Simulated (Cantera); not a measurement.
Charge: 1 mol CuO, 1200 mol H₂, 1.2 mol N₂, equilibrated at 1 atm.

Equilibrium computed with Cantera from the NASA thermochemical tables; the gas is ideal and each condensed phase is pure. Candidate condensed phases: Cu, CuO, Cu(OH)₂, Cu₂O, H₂O; 27 gas species. The numbers say what is thermodynamically allowed, not how fast it happens.

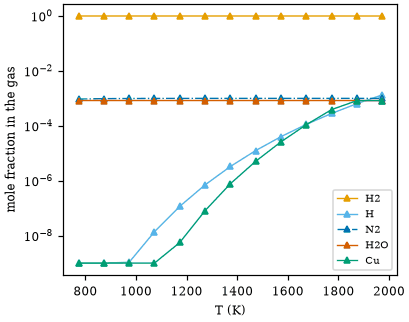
Figure. Equilibrium gas composition (values under 1e-9 drawn at 1e-9)

Problem. Read off the mole fractions at 1373 K.

Solution. H₂ about 1.00, N₂ about 0.00100, H₂O about 0.00083, H about 3.3e-6, Cu about 7.8e-7.
